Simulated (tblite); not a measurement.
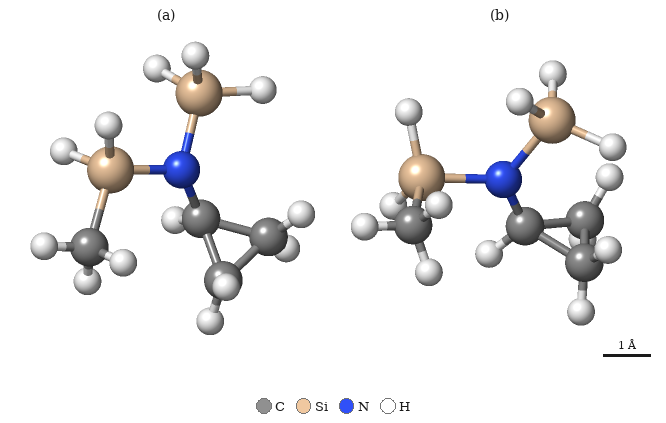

The structure of C4H13NSi2 (charge +1, multiplicity 2) before (left) and after (right) a relaxation, at one scale.

A ball-and-stick model, seen at a tilt.

Level of theory: tblite, GFN2-xTB geometry optimisation, gas phase. 

Describe what moved and what it gained.

Over 206 geometry steps the energy falls by 109.1 kJ/mol. The largest move after the best rigid fit is that of an H atom, 2.04 Å. By element the largest moves are H 2.04 Å, Si 1.08 Å, C 0.90 Å, N 0.37 Å. Near-neighbour distances that change, for instance: Si–Si 2.743 → 3.103 Å, C–N 1.487 → 1.366 Å, N–Si 1.706 → 1.802 Å, N–Si 1.729 → 1.796 Å. Bond angles that change, for instance: Si–N–Si 106.0° → 119.2°, N–Si–H 111.9° → 103.3°, C–Si–N 112.2° → 104.2°.
